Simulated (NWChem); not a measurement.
**the pair ZnBH3O···SiH2O: a chain of runs**

Wanted: the energy (singlet ZnBSiH5O2, SVWN5/pcseg-1), then the energy (singlet ZnBH3O, SVWN5/pcseg-1), then a single-point energy (singlet SiH2O, SVWN5/pcseg-1), then the energy (singlet ZnBH3O, SVWN5/pcseg-1), then the energy (singlet SiH2O, SVWN5/pcseg-1) of BH5O2SiZn and its partners. 

The results are computed with NWChem 7.3.0.

## Step 1: Starting point

ZnBSiH5O2 has 10 atoms, charge 0, and is taken as a singlet. The two molecules were placed rigidly side by side, at 0.8 times their contact distance; the pair isn't optimised.

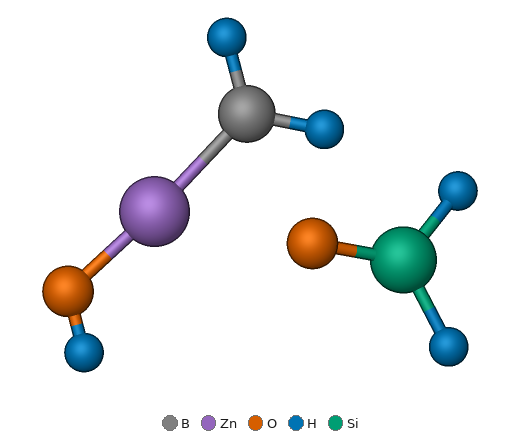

The structure, seen from a chosen angle (boron grey, zinc purple, oxygen orange, hydrogen blue, silicon teal).

## Step 2: A single-point energy at SVWN5/pcseg-1 (run 1)

Input file struct.nw:

```
start struct
title "BH5O2SiZn"
memory total 2200 mb
charge 0

geometry noautosym nocenter noautoz
B    -1.105580    0.409400   -0.906520
Zn    0.421120   -0.026500    0.368380
O     1.765420   -0.289800    1.509980
H    -1.663880   -0.437200   -1.543020
H    -1.498480    1.529200   -1.064820
H     2.081420   -1.185100    1.635980
O     0.554180   -1.536970   -2.304480
Si   -0.497310   -2.574970   -2.642750
H    -1.905840   -2.250820   -2.985680
H    -0.242500   -4.038270   -2.671080
end

basis spherical bse
* library pcseg-1
end

dft
xc slater vwn_5
mult 1
grid fine
convergence energy 1e-08
iterations 100
mulliken
print low
end

task dft energy
```

Run with:

```console
$ nwchem struct.nw > struct.out
```

Standard output:

```text
[...]
 d= 0,ls=0.0,diis     1  -2241.1980752060 -2.59D+03  7.58D-02  2.42D+00     3.4
[...]
 d= 0,ls=0.0,diis    14  -2241.4792229419 -6.72D-10  1.26D-07  1.77D-10    29.8
         Total DFT energy =    -2241.479222941878
      One electron energy =    -3826.465609979713
           Coulomb energy =     1343.866039835935
    Exchange-Corr. energy =     -109.596175053689
 Nuclear repulsion energy =      350.716522255588
[...]
      Total Density - Mulliken Population Analysis
     ---------------------------------------------
    Atom       Charge   Shell Charges
 -----------   ------   -------------------------------------------------------
    1 B    5     5.19   1.99  0.70  0.52  1.43  0.55  0.01
    2 Zn  30    29.47   2.00  2.00  2.00  0.84  0.14  6.00  6.00  0.54  8.82  1.13  0.00
    3 O    8     8.61   1.99  0.88  0.88  2.92  1.92  0.01
    4 H    1     1.05   0.74  0.30  0.01
    5 H    1     0.95   0.74  0.20  0.01
    6 H    1     0.77   0.67  0.04  0.05
    7 O    8     8.44   1.99  0.92  0.92  2.86  1.73  0.01
    8 Si  14    13.45   2.00  1.99  1.02  0.22  5.98  1.87  0.13  0.24
    9 H    1     1.03   0.71  0.31  0.01
   10 H    1     1.04   0.71  0.32  0.01
[...]
```

Wall time 31 s (1 thread of Intel Xeon Platinum 8488C (Sapphire Rapids), shared host); peak memory 0.12 GiB.

## Step 3: ZnBH3O: a single-point energy at SVWN5/pcseg-1 (run 2)

Input file input.nw:

```
echo
start input
title "BH3OZn"
memory total 2200 mb
charge 0
geometry units atomic noautosym nocenter noautoz
  B   -2.08924341   0.77365388  -1.71307453
  Zn   0.79580147  -0.05007774   0.69613731
  O    3.33616029  -0.54764263   2.85344865
  H   -3.14427750  -0.82618826  -2.91588520
  H   -2.83171680   2.88976919  -2.01221817
  H    3.93331375  -2.23951443   3.09155415
end
basis "ao basis" spherical bse
  B library pcseg-1
  Zn library pcseg-1
  O library pcseg-1
  H library pcseg-1
end
dft
  xc slater vwn_5
  grid fine
  convergence energy 1e-08
  iterations 100
  mulliken
  noprint "final vectors analysis"
end
task dft
```

Run with:

```console
$ nwchem input.nw > input.out
```

Standard output:

```text
[...]
          Wavefunction type:  closed shell.
          No. of atoms     :     6
          No. of electrons :    46
[...]
          Charge           :     0
          Spin multiplicity:     1
[...]
          AO basis - number of functions:    74
[...]
              XC Information
              --------------
                        Slater Exchange Functional  1.000 local
                      VWN V Correlation Functional  1.000 local
[...]
 d= 0,ls=0.0,diis     1  -1877.1677906264 -2.02D+03  4.76D-02  1.18D+00     1.4
[...]
 d= 0,ls=0.0,diis    12  -1877.3030241383 -4.52D-09  3.78D-07  6.59D-10    10.2
         Total DFT energy =    -1877.303024138284
      One electron energy =    -2909.881334815060
           Coulomb energy =      968.392305462179
    Exchange-Corr. energy =      -81.089215636967
 Nuclear repulsion energy =      145.275220851564
[...]
      Total Density - Mulliken Population Analysis
     ---------------------------------------------
    Atom       Charge   Shell Charges
 -----------   ------   -------------------------------------------------------
    1 B    5     5.26   1.99  0.70  0.55  1.44  0.57  0.01
    2 Zn  30    29.48   2.00  2.00  2.00  0.85  0.15  6.00  6.00  0.54  8.82  1.13  0.00
    3 O    8     8.60   1.99  0.88  0.88  2.92  1.91  0.01
    4 H    1     0.95   0.74  0.20  0.01
    5 H    1     0.94   0.74  0.20  0.01
    6 H    1     0.76   0.67  0.04  0.05
[...]
```

Wall time 11 s (1 thread of Intel Xeon Platinum 8488C (Sapphire Rapids), shared host); peak memory 0.11 GiB.

## Step 4: SiH2O: the energy at SVWN5/pcseg-1 (run 3)

Input file nw.nw:

```
START nw
memory stack 880 mb heap 220 mb global 1100 mb

GEOMETRY units angstroms noautosym nocenter noautoz
  O        0.554180      -1.536970      -2.304480
  Si      -0.497310      -2.574970      -2.642750
  H       -1.905840      -2.250820      -2.985680
  H       -0.242500      -4.038270      -2.671080
END

BASIS spherical bse
  * library pcseg-1
END

DFT
  xc slater vwn_5
  grid fine
  convergence energy 1e-08
  maxiter 100
  mulliken
  print low
END

TASK dft energy
```

Run with:

```console
$ nwchem nw.nw > nw.out
```

Standard output:

```text
[...]
 d= 0,ls=0.0,diis     1   -364.0071898334 -4.16D+02  1.26D-01  1.31D+00     0.3
[...]
 d= 0,ls=0.0,diis     8   -364.1671282966  2.62D-09  9.45D-06  1.12D-07     1.5
         Total DFT energy =     -364.167128296615
      One electron energy =     -610.241398145758
           Coulomb energy =      222.076550796970
    Exchange-Corr. energy =      -28.487080678025
 Nuclear repulsion energy =       52.484799730198
[...]
      Total Density - Mulliken Population Analysis
     ---------------------------------------------
    Atom       Charge   Shell Charges
 -----------   ------   -------------------------------------------------------
    1 O    8     8.42   1.99  0.92  0.92  2.86  1.72  0.01
    2 Si  14    13.48   2.00  1.99  1.02  0.22  5.98  1.88  0.16  0.25
    3 H    1     1.05   0.72  0.33  0.01
    4 H    1     1.05   0.72  0.33  0.01
[...]
```

Wall time 2 s (1 thread of Intel Xeon Platinum 8488C (Sapphire Rapids), shared host); peak memory 0.11 GiB.

## Step 5: ZnBH3O among ghost functions: a single-point energy at SVWN5/pcseg-1 (with ghost functions) (run 4)

Input file job.nw:

```
start job
title "BH3OZn SVWN5"
memory total 2200 mb

geometry noautosym nocenter noautoz
  B    -1.105580    0.409400   -0.906520
  Zn    0.421120   -0.026500    0.368380
  O     1.765420   -0.289800    1.509980
  H    -1.663880   -0.437200   -1.543020
  H    -1.498480    1.529200   -1.064820
  H     2.081420   -1.185100    1.635980
  bqO      0.554180    -1.536970    -2.304480
  bqSi    -0.497310    -2.574970    -2.642750
  bqH     -1.905840    -2.250820    -2.985680
  bqH     -0.242500    -4.038270    -2.671080
end

basis spherical bse
  B library pcseg-1
  Zn library pcseg-1
  O library pcseg-1
  H library pcseg-1
  bqO library O pcseg-1
  bqSi library Si pcseg-1
  bqH library H pcseg-1
end

dft
  xc slater vwn_5
  grid fine
  convergence energy 1e-08
  iterations 100
  mulliken
  noprint "final vectors analysis"
end

task dft
```

Run with:

```console
$ nwchem job.nw > job.out
```

Standard output:

```text
[...]
          Wavefunction type:  closed shell.
          No. of atoms     :    10
          No. of electrons :    46
[...]
          Charge           :     0
          Spin multiplicity:     1
[...]
          AO basis - number of functions:   116
[...]
              XC Information
              --------------
                        Slater Exchange Functional  1.000 local
                      VWN V Correlation Functional  1.000 local
[...]
 d= 0,ls=0.0,diis     1  -1877.1681083331 -2.02D+03  2.94D-02  1.18D+00     2.9
[...]
 d= 0,ls=0.0,diis    12  -1877.3035066217 -4.67D-09  2.36D-07  6.15D-10    24.4
         Total DFT energy =    -1877.303506621705
      One electron energy =    -2909.862199369386
           Coulomb energy =      968.371449286177
    Exchange-Corr. energy =      -81.087987711425
 Nuclear repulsion energy =      145.275231172929
[...]
      Total Density - Mulliken Population Analysis
     ---------------------------------------------
    Atom       Charge   Shell Charges
 -----------   ------   -------------------------------------------------------
    1 B    5     5.26   1.99  0.70  0.56  1.44  0.56  0.01
    2 Zn  30    29.48   2.00  2.00  2.00  0.86  0.14  6.00  6.00  0.54  8.82  1.13  0.00
    3 O    8     8.60   1.99  0.88  0.88  2.92  1.91  0.01
    4 H    1     0.94   0.74  0.20  0.01
    5 H    1     0.94   0.74  0.20  0.01
    6 H    1     0.76   0.67  0.04  0.05
    7 X    0     0.00  -0.00 -0.00 -0.00 -0.00  0.00  0.00
    8 X    0     0.01   0.00  0.00 -0.00  0.00 -0.00 -0.00  0.01  0.00
    9 X    0     0.00  -0.00  0.00 -0.00
   10 X    0    -0.00  -0.00 -0.00 -0.00
[...]
```

Run time: 25 s. Hardware: 1 thread of Intel Xeon Platinum 8488C (Sapphire Rapids), shared host; peak memory 0.12 GiB.

## Step 6: SiH2O among ghost functions: the energy at SVWN5/pcseg-1 (with ghost functions) (run 5)

Input file geom.nw:

```
start geom
memory stack 880 mb heap 220 mb global 1100 mb
geometry noautosym nocenter noautoz
  O     0.554180   -1.536970   -2.304480
  Si   -0.497310   -2.574970   -2.642750
  H    -1.905840   -2.250820   -2.985680
  H    -0.242500   -4.038270   -2.671080
  bqB     -1.105580     0.409400    -0.906520
  bqZn     0.421120    -0.026500     0.368380
  bqO      1.765420    -0.289800     1.509980
  bqH     -1.663880    -0.437200    -1.543020
  bqH     -1.498480     1.529200    -1.064820
  bqH      2.081420    -1.185100     1.635980
end
basis "ao basis" spherical bse
  O library pcseg-1
  Si library pcseg-1
  H library pcseg-1
  bqB library B pcseg-1
  bqZn library Zn pcseg-1
  bqO library O pcseg-1
  bqH library H pcseg-1
end
dft
  xc slater vwn_5
  mult 1
  grid fine
  convergence energy 1e-08
  iterations 100
  mulliken
  noprint "final vectors analysis"
end
task dft energy
```

Run with:

```console
$ nwchem geom.nw > geom.out
```

Standard output:

```text
[...]
          Wavefunction type:  closed shell.
          No. of atoms     :    10
          No. of electrons :    24
[...]
          Charge           :     0
          Spin multiplicity:     1
[...]
          AO basis - number of functions:   116
[...]
              XC Information
              --------------
                        Slater Exchange Functional  1.000 local
                      VWN V Correlation Functional  1.000 local
[...]
 d= 0,ls=0.0,diis     1   -364.0081622555 -4.16D+02  4.59D-02  1.31D+00     2.3
[...]
 d= 0,ls=0.0,diis    11   -364.1681490327 -1.01D-10  2.02D-08  9.43D-12    19.3
         Total DFT energy =     -364.168149032721
      One electron energy =     -610.220161415536
           Coulomb energy =      222.052029496654
    Exchange-Corr. energy =      -28.484816844036
 Nuclear repulsion energy =       52.484799730198
[...]
      Total Density - Mulliken Population Analysis
     ---------------------------------------------
    Atom       Charge   Shell Charges
 -----------   ------   -------------------------------------------------------
    1 O    8     8.42   1.99  0.92  0.93  2.86  1.71  0.01
    2 Si  14    13.46   2.00  1.99  1.02  0.21  5.98  1.89  0.13  0.24
    3 H    1     1.05   0.72  0.33  0.01
    4 H    1     1.05   0.72  0.33  0.01
    5 X    0     0.01   0.00  0.00  0.00  0.00  0.01  0.00
    6 X    0     0.01   0.00  0.00 -0.00 -0.00  0.01  0.00 -0.00  0.00 -0.00  0.00  0.00
    7 X    0    -0.00   0.00  0.00 -0.00 -0.00 -0.00 -0.00
    8 X    0     0.00   0.00 -0.00  0.00
    9 X    0    -0.00  -0.00 -0.00 -0.00
   10 X    0    -0.00  -0.00 -0.00 -0.00
[...]
```

Run time: 20 s. Hardware: 1 thread of Intel Xeon Platinum 8488C (Sapphire Rapids), shared host; peak memory 0.12 GiB.

## Step 7: Results

| quantity | value |
| --- | --- |
| run 1, SVWN5/pcseg-1: total energy | -2241.47922 Eh |
| ZnBH3O: total energy | -1877.30302 Eh |
| ZnBH3O: dipole moment | 1.65 D |
| SiH2O: total energy | -364.16713 Eh |
| ZnBH3O among ghost functions: total energy | -1877.30351 Eh |
| ZnBH3O among ghost functions: dipole moment | 1.62 D |
| SiH2O among ghost functions: total energy | -364.16815 Eh |
| SiH2O among ghost functions: dipole moment | 3.55 D |
| interaction energy of the rigid parts ZnBH3O and SiH2O (parts in their own basis; closest atoms 2.33 Å apart) | -0.247 eV |
| interaction energy of the rigid parts ZnBH3O and SiH2O (parts in the whole basis, counterpoise; closest atoms 2.33 Å apart) | -0.206 eV |

What this shows: The interaction energy of the rigid parts ZnBH3O and SiH2O (parts in their own basis; closest atoms 2.33 Å apart) is −0.25 eV (−5.7 kcal/mol): the parts attract. Without counterpoise this holds the superposition error of the basis. The interaction energy of the rigid parts ZnBH3O and SiH2O (parts in the whole basis, counterpoise; closest atoms 2.33 Å apart) is −0.21 eV (−4.7 kcal/mol): the parts attract. The basis-set superposition error is 3.9 kJ/mol. Mulliken charges (ZnBH3O) run from -0.60 on O3 to +0.52 on Zn2; they depend strongly on the basis. Mulliken charges (SiH2O) run from -0.42 on O1 to +0.52 on Si2; they depend strongly on the basis.
